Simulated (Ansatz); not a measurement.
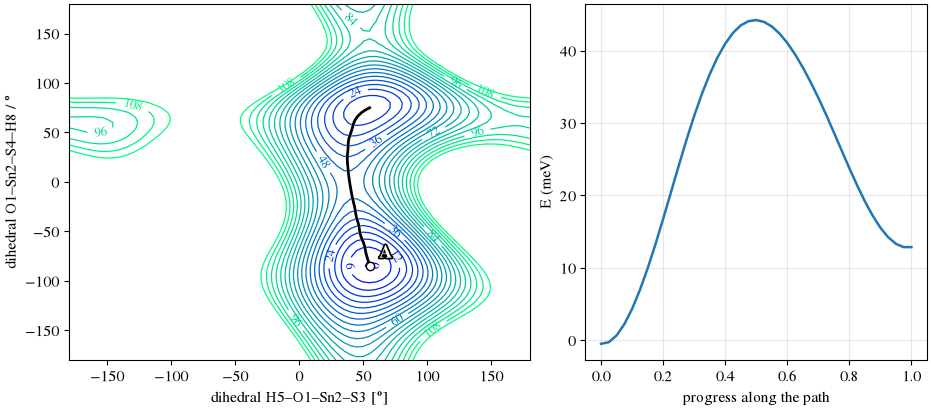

H₄OS₂Sn, SMILES [OH][SnH]([SH])[SH]. Coordinates scanned: (1) dihedral H5–O1–Sn2–S3; (2) dihedral O1–Sn2–S4–H8. Nothing is relaxed (all other coordinates rigid). The grid has 15 × 15 points. Energies are in meV, from the lowest grid point. Method: RKS r2SCAN0-D4/def2-SVP in Ansatz.

In the figure: contour lines labelled in meV (none above 114), a line along the lowest path, the energy along the path at the right, the start A. Between grid points the surface is interpolated.

Q: Describe the path and its barrier.

A: The easiest path leads from the well at about dihedral H5–O1–Sn2–S3 = 55°, dihedral O1–Sn2–S4–H8 = −85° to the well at about dihedral H5–O1–Sn2–S3 = 55°, dihedral O1–Sn2–S4–H8 = 75°, about 13 meV higher (on a rigid scan; wells that are mirror images or exchange like atoms can differ by this much). Its highest point lies about 45 meV above the bottom of the first well on the interpolated surface, at about dihedral H5–O1–Sn2–S3 = 40°, dihedral O1–Sn2–S4–H8 = −5°. Seen from the upper well the barrier is about 31 meV. The start is the relaxed structure and all else is held, so a fully relaxed path at this level can only be lower.
